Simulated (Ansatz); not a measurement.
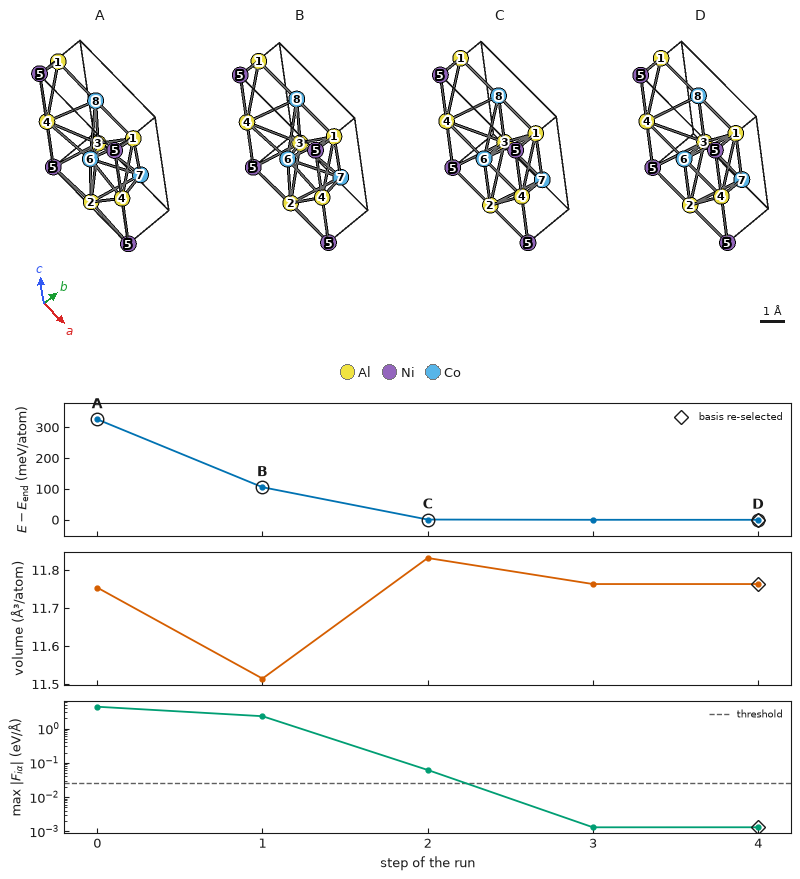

Frames of a relaxation of solid Al$_{4}$Co$_{3}$Ni (a generated structure, set up in P1) (coarse preliminary run), marked on the history of the run. The picture is a ball-and-stick view of the cell of the calculation, seen slightly off an axis.

These are results of DFT PBE, scalar-relativistic, plane waves, PAW (Ansatz 0.2.0), not measurements. Settings: plane-wave cutoff 420 eV; k-point mesh 6 × 6 × 6; occupations gaussian; smearing width 0.2 eV; collinear spin; cell and atoms relaxed; force threshold 0.025 eV/Å; at most 60 steps.

Q: Describe the path.

A: Co6 moves most relative to the cell: 0.30 Å roughly along [−3 −3 −2]. By element the largest moves are Co 0.30 Å, Al 0.28 Å, Ni 0.06 Å. The drawn cell changes as follows: a 5.010 → 4.965 Å (−0.9 %), b 4.951 → 4.962 Å (+0.2 %), c 4.989 → 4.965 Å (−0.5 %), α 109.4° → 109.7°, β 111.2° → 109.4°, γ 108.8° → 109.3°; the volume changes by +0.1 %. Some distances before and after: Al1–Co6 2.085 → 2.481 Å, Al1–Co6 (another image) 2.839 → 2.481 Å, Al2–Al3 3.190 → 2.856 Å, Al3–Al4 2.563 → 2.873 Å. Within 0.06 Å the space group is P1 at the start and Im-3m at the end; at a tighter tolerance small leftover displacements or strains of the cell lower it. The energy falls by 326 meV per atom in 3 accepted moves (4 points after the start). The largest force component goes from 4.3 to 0.0013 eV/Å. Pressure: 12.77 GPa at the start and −0.06 GPa at the end. At 1 point the geometry stayed and the basis and grid were re-selected for the new cell (energy shift of less than 0.05 meV per atom at most each time). From step 0 to 1: Co6 moves most (0.13 Å), volume −2.0 %, energy −220 meV per atom. From step 1 to 2: Al and Co atoms move most (0.17 Å), volume +2.8 %, energy −105 meV per atom. From step 2 to 4: volume −0.6 %, energy −0.8 meV per atom.

| step | E − E(0), meV/atom | largest force component, eV/Å | pressure, GPa | volume, Å³/atom | note |
| --- | --- | --- | --- | --- | --- |
| 0 | 0.00 | 4.3381 | 12.77 | 11.754 |  |
| 1 | -220.35 | 2.2956 | 7.79 | 11.515 |  |
| 2 | -325.37 | 0.0620 | -1.02 | 11.832 |  |
| 3 | -326.14 | 0.0013 | -0.06 | 11.763 |  |
| 4 | -326.18 | 0.0013 | -0.06 | 11.763 | same geometry, new basis |
